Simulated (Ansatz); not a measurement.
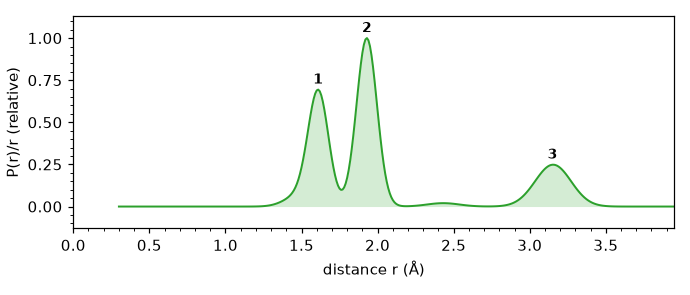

Simulated gas electron diffraction: radial distribution curve of FHSSi. Each pair of atoms contributes with weight ZᵢZⱼ/r; damping constant 0.001 Å²; vibrational amplitudes assumed, not computed: 0.05 Å for bonds, 0.078 Å for bonds to H, 0.06 + 0.015 r up to 0.15 Å for other pairs. The geometry is the end point of an optimisation (RKS r2SCANh-D4/def2-SVP in Ansatz 0.2.0); it may be a saddle point or a higher isomer.

> Which pairs of atoms lie under the numbered peaks? Mark bonded pairs by – and others by ···.

Peak 1, 1.61 Å: Si–H 1.48 Å, Si–F 1.61 Å, not resolved
Peak 2, 1.93 Å: S–Si 1.93 Å
Peak 3, 3.15 Å: S···H 3.09 Å, S···F 3.16 Å, not resolved
